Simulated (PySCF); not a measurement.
# CH2BCl (SMILES B[C]Cl): UPBE/cc-pVTZ

What is the vertical ionisation energy of CH2BCl at UPBE/cc-pVTZ? Input form: a Python script.

Program for the calculation: PySCF 2.14.0.

## (1) The structure to begin with

The species is CH2BCl (5 atoms), meant as a triplet with charge 0. As SMILES, `B[C]Cl`. The shape is that of a GFN2-xTB optimisation.

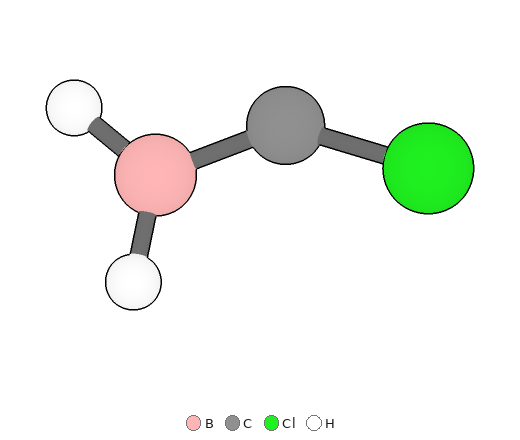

Viewed from a chosen angle; boron pink, carbon grey, chlorine green, hydrogen white.

## (2) The energy at UPBE/cc-pVTZ

Input file run.py:

```python
# B[C]Cl
from pyscf import gto, dft

mol = gto.Mole()
mol.atom = '''
B      0.414180     0.139370    -0.472520
C     -0.487440     0.280880     0.684730
Cl    -1.470630    -0.583120     1.652980
H      0.575730    -0.915570    -0.969770
H      0.968160     1.078440    -0.895430
'''
mol.max_memory = 1860
mol.verbose = 3
mol.basis = 'cc-pvtz'
mol.spin = 2
mol.build()

ks = dft.UKS(mol)
ks.xc = 'pbe'
ks.grids.level = 0
ks.conv_tol = 1e-10
ks.kernel()
if not ks.converged:
    ks = ks.newton().run(ks.mo_coeff, ks.mo_occ)

etot = ks.e_tot
print('E(%s) = %.9f' % ('PBE', etot))
```

Command:

```bash
$ OMP_NUM_THREADS=1 python run.py
```

What it wrote:

```text
WARN: HOMO -0.19408412447102 >= LUMO -0.238934645744049

converged SCF energy = -523.967727373651  <S^2> = 2.0052285  2S+1 = 3.0034837
E(PBE) = -523.967727374
```

Wall time 3.6 s (1 thread of Arm Neoverse V1, shared host); peak memory 0.35 GiB.

## (3) The doublet cation

Input file calc.py:

```python
from pyscf import gto, dft

system = gto.Mole()
system.atom = '''
B      0.414180     0.139370    -0.472520
C     -0.487440     0.280880     0.684730
Cl    -1.470630    -0.583120     1.652980
H      0.575730    -0.915570    -0.969770
H      0.968160     1.078440    -0.895430
'''
system.spin = 1
system.basis = 'cc-pvtz'
system.max_memory = 1860
system.charge = 1
system.verbose = 3
system.build()

mf = dft.UKS(system)
mf.xc = 'pbe'
mf.conv_tol = 1e-10
mf.grids.level = 0
mf.kernel()
if not mf.converged:
    mf = mf.newton().run(mf.mo_coeff, mf.mo_occ)

e_final = mf.e_tot
print(f'total energy: {e_final:.8f} hartree')
```

Command:

```bash
$ OMP_NUM_THREADS=1 python calc.py
```

What it wrote:

```text
WARN: HOMO -0.238934645744052 >= LUMO -0.238934645744049

converged SCF energy = -523.641321146475  <S^2> = 0.75575601  2S+1 = 2.0057477
total energy: -523.64132115 hartree
```

Run time: 3.9 s. Hardware: 1 thread of Arm Neoverse V1, shared host; peak memory 0.35 GiB.

## (4) Outcome

At UPBE/cc-pVTZ:

| quantity | value |
| --- | --- |
| triplet CH2BCl: total energy | -523.96773 Eh |
| triplet CH2BCl: dipole moment | 1.08 D |
| triplet CH2BCl: HOMO energy (highest over α and β) | -5.35 eV |
| triplet CH2BCl: LUMO energy (lowest over α and β) | -4.70 eV |
| triplet CH2BCl: ⟨S²⟩ | 2.005 |
| doublet cation: total energy | -523.64132 Eh |
| doublet cation: HOMO energy (highest over α and β) | -13.39 eV |
| doublet cation: LUMO energy (lowest over α and β) | -12.34 eV |
| doublet cation: ⟨S²⟩ | 0.756 |
| vertical ionisation energy (to the doublet cation) | 8.882 eV |

**Reading.** Removing an electron at fixed nuclei costs 8.88 eV (857 kJ/mol).
